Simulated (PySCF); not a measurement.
## Electronic structure of C4H12ClFSi2 (SMILES FC[C@H](Cl)[SiH2]CC[SiH3]) in real space

```xyz
20

F    -3.7192   -0.9116   -0.6285
C    -3.5682   -0.0056    0.3928
C    -2.2060    0.6428    0.3445
Cl   -2.1941    1.9671   -0.8645
Si   -0.8314   -0.5946   -0.1814
C     0.8434    0.2616    0.0689
C     2.0079   -0.6353   -0.3508
Si    3.6977    0.2072   -0.1145
H    -3.6741   -0.5730    1.3237
H    -4.3875    0.7149    0.2981
H    -2.0181    1.1227    1.3040
H    -0.9618   -1.7659    0.6964
H    -1.0626   -0.9430   -1.5805
H     0.9719    0.5477    1.1153
H     0.8804    1.1879   -0.5074
H     1.9696   -1.5619    0.2242
H     1.8764   -0.9239   -1.3947
H     3.7486    1.4254   -0.9250
H     3.8591    0.5567    1.2999
H     4.7631   -0.7086   -0.5234
```

Geometry: GFN2-xTB.

Method: PBE0/pcSseg-1, SCF density, gas phase, non-relativistic (PySCF).

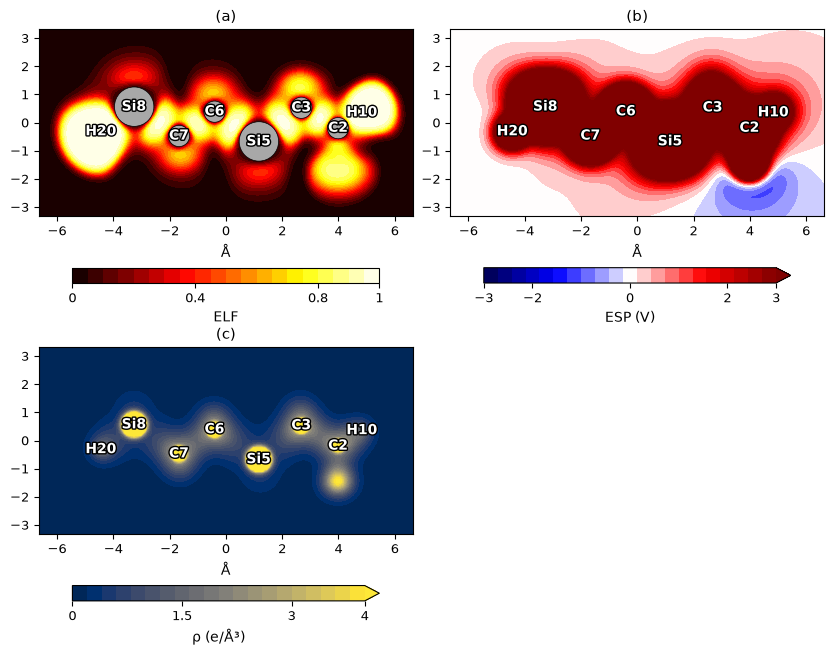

Figure 1. (a) ELF; (b) electrostatic potential; (c) electron density on the plane of atoms C6, C7 and Si8. Grey discs cover the atomic cores in the ELF map.

Read the bonding off the picture.

- The section cuts through C, Si and H sites.
- C–C (1.51 Å): ρ at the midpoint is about 1.7 e/Å³; the ELF peaks at about 0.95 between the atoms; a shared electron pair.
- C–Si (1.90 Å): ρ at the midpoint is about 0.93 e/Å³; the ELF peaks at about 0.95 between the atoms: a shared electron pair.
- C–H (1.10 Å): ρ at the midpoint is about 2.1 e/Å³; the ELF climbs to about 1 towards the hydrogen, as it does in any bond to H (an ordinary covalent bond to hydrogen).
- Si–H (1.46 Å): ρ at the midpoint is about 0.8 e/Å³; the ELF climbs to about 1 towards the hydrogen.
- The ELF also peaks beside F1, away from the bonds: lone-pair regions.
- Outside the dense part of the molecule the potential is most negative (−1.0 V) near F1, which lies off the plane.

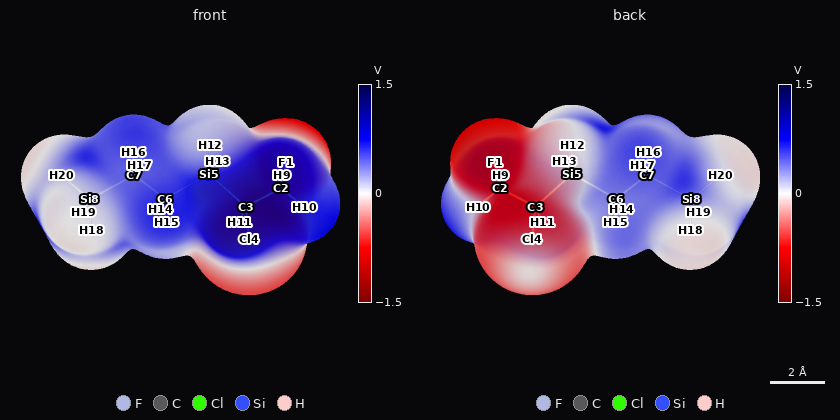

Figure 2. The molecular electrostatic potential painted on the density surface at 0.001 e/bohr³, seen from the front and from behind; red is negative and blue positive.

Describe the electrostatic potential map.

The most negative region (about −1.0 V) lies over F1, the most positive (about +1.1 V) over C2, C3, H9 and H11.
